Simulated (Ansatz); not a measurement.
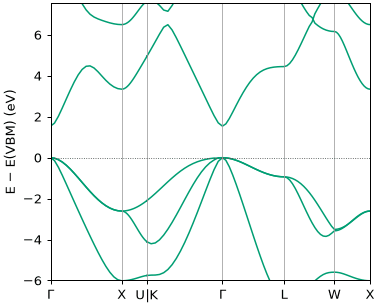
Band structure from PBE in the plane-wave PAW code Ansatz

Read off the gap and where the band edges lie.

About 1.5 eV (1.54 eV by a search for the band edges); maximum at Γ, minimum at Γ.

Which of these materials gives this?
(A) BeS, zinc blende
(B) SrO, rock salt
(C) GaN, zinc blende

C, GaN, zinc blende

Space group F-43m (zinc blende). The PBE relaxation kept the symmetry of its start; phonons on a q-mesh show no instability. Scalar-relativistic: spin–orbit coupling is off unless named, which matters more the heavier the elements.

Potentials: the later of the program's two PAW sets.
